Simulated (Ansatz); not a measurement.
Partial pair distribution functions of a relaxed model of amorphous Si$_{16}$O$_{24}$C$_{16}$H$_{40}$, broadened by 0.06 Å; density 1.20 g/cm³. Computed with PBE, scalar-relativistic without spin-orbit coupling (plane waves to 420 eV, PAW; Ansatz, a quantum-chemistry and plane-wave program).

A CHGNet melt-quench gave the starting glass, which DFT then relaxed. O atoms were pushed apart under 1.9 Å during the dynamics, to hinder bonds among them. The hot cell started wider than the set density and was brought back towards it in steps. It is the lowest in DFT energy of 2 quenches. It is a model cell: composition and starting density were chosen by hand, and all elements were melted together. No dispersion term was used. Its density started from a set value of 1.20 and ended at 1.20 g/cm³. Cooling (nominally 500 K/ps over its main leg) ran many orders faster than in experiment, which tends to leave more defects and strain. Values belong to this one cell and scatter from quench to quench. The volume was held where the preparation left it and the shape relaxed, at a PBE pressure of 0.2 GPa. The cell holds free molecules (1 H2).

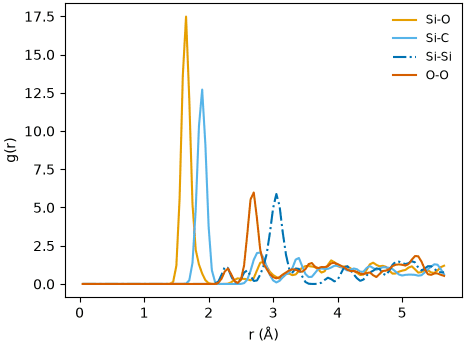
Figure: Partial pair distribution functions

Highest peaks under 4.5 Å: Si-O near 1.65 Å, Si-C near 1.90 Å, Si-Si near 3.05 Å, O-O near 2.70 Å; pairs of few atoms are noisy.

Within 2.04 Å each Si has 1.69 O neighbours on average.
